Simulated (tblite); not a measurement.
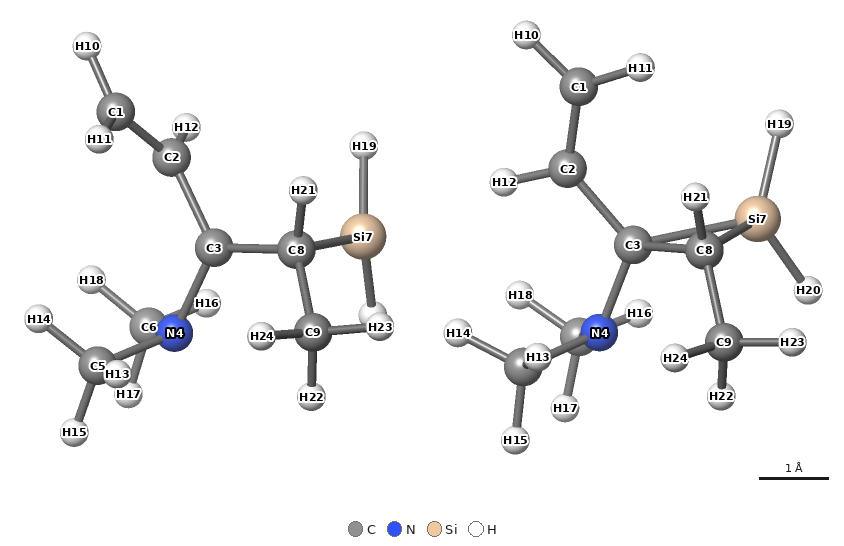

Two geometries of C$_{7}$H$_{15}$NSi, drawn at one scale. One is the start of a relaxation, the other its converged end. A ball-and-stick model, seen at a tilt.

Computed with tblite 0.8.0, GFN2-xTB geometry optimisation, gas phase. 

**Which geometry has the lower energy?**

The right one is the relaxed one. H11 moves most after the best rigid fit: 2.11 Å. Largest moves by element: H 2.11 Å, C 0.71 Å, Si 0.48 Å, N 0.05 Å. Some distances before and after: C3–Si7 2.260 → 1.922 Å, Si7–C8 1.774 → 1.878 Å, C3–C8 1.484 → 1.548 Å, Si7–H19 1.494 → 1.451 Å. Bond angles that change, for instance: C3–C8–Si7 87.4° → 67.5°, N4–C3–C8 121.4° → 114.5°, Si7–C8–H21 112.0° → 118.5°. After 166 geometry steps the energy has fallen by 130.7 kJ/mol. The run took 1.6 s on 1 thread of Arm Neoverse V1, with other jobs on the host.
